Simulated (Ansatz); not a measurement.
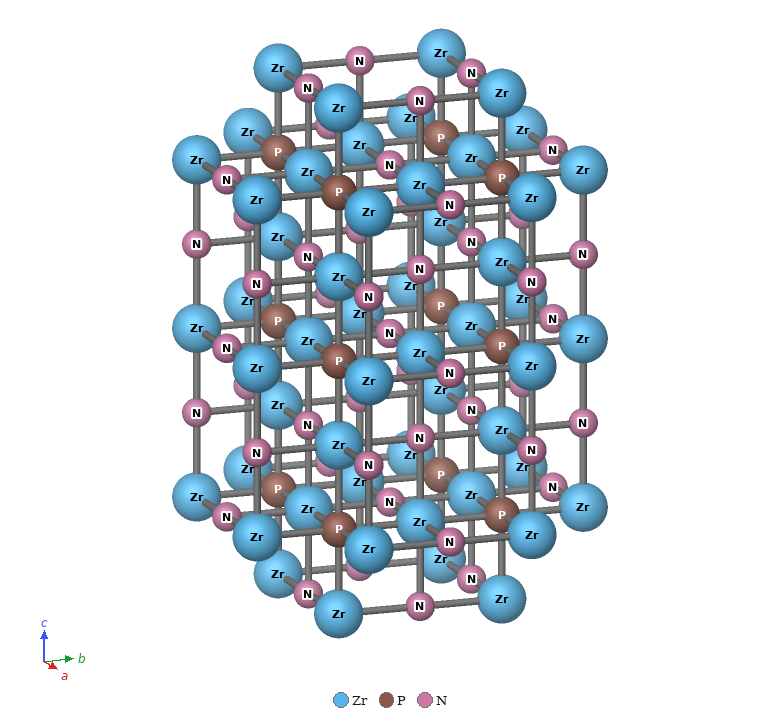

Zr₃PN₃ (space group Pm-3m, No. 221). Coordinates: the end point of a relaxation with DFT PBE, scalar-relativistic, plane waves, PAW (Ansatz); the starting structure was generated, so it need not be a known form of this composition.

Bonds are taken as N–Zr below 2.7 Å and P–Zr below 2.7 Å. Atoms with one bond or none are removed and atoms with two bonds are replaced by edges, until no such atom is left.

What kind of net remains, and which atoms are its nodes?

Answer. A trinodal (4,6,6)-connected, three-periodic net: N is a 4-connected node; Zr is a 6-connected node; P is a 6-connected node, in the ratio 3:3:1.

Is the net interpenetrated?

Answer. It is a single net, without interpenetration.

Give the point symbol of each node (shortest cycle at each angle).

Answer. N: 4⁴·6²; Zr: 4⁸·6⁷; P: 4¹²·6³.

The simplified net, drawn on the atoms' positions. Nodes are coloured by element. Short stubs are edges that leave the cut-out.

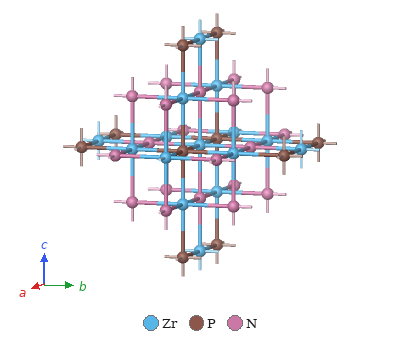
